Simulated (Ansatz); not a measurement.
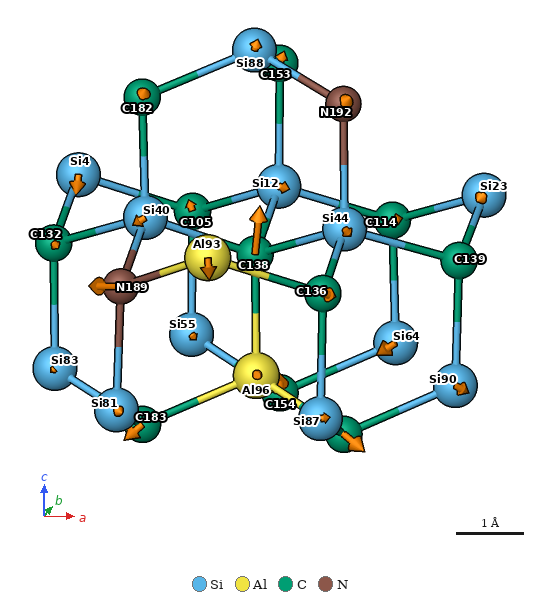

A relaxation of a crystal of Si$_{90}$Al$_{6}$C$_{90}$N$_{6}$ (a generated structure, set up in P1). The starting structure is drawn; orange arrows show the displacements (the part carried along by the change of the cell is left out), magnified 5 times.

A ball-and-stick model of the atoms within 4.2 Å of the atom that moves most (axes of the cell of the calculation (origin shifted)), seen slightly off an axis.

Theory: DFT, PBEsol, PAW, plane waves (Ansatz). (plane-wave cutoff 420 eV; k-point mesh 1 × 1 × 1; mesh shifted by (0.5, 0.5, 0.5); no spin polarisation; cell relaxed at fixed alpha, beta, gamma; force threshold 0.03 eV/Å; at most 80 steps)

Question: What happened in the run?

Answer: The atom that moves furthest relative to the cell is a C atom (0.16 Å roughly along +c). Largest moves by element: C 0.16 Å, N 0.14 Å, Si 0.08 Å, Al 0.07 Å. The volume changes by +0.1 %, with a 12.313 → 12.299 Å (−0.1 %), b 15.995 → 16.033 Å (+0.2 %), c 10.087 → 10.086 Å (0.0 %). Some distances before and after: Al–C 1.849 → 2.005 Å, Al–N 1.872 → 1.994 Å, Al–C 1.854 → 1.965 Å, C–Si 1.930 → 1.833 Å. Among the angles between lasting bonds that change: C–Si–C 112.9° → 105.9°, Si–C–Si 108.2° → 115.0°, Si–C–Al 110.9° → 104.8°. The space group stays P1 (No. 1). After 4 accepted moves (5 points after the start) the energy has fallen by 32.0 meV per atom. The largest force component goes from 4.1 to 0.012 eV/Å. The pressure goes from 0.62 to 0.00 GPa. At 1 point the geometry stayed and the basis and grid were re-selected for the new cell (energy shift of less than 0.05 meV per atom at most each time). The run took 13 s on 1 × NVIDIA GB300 Max-Q with 8 threads of Arm Neoverse-V2, peak memory 2.5 GiB.
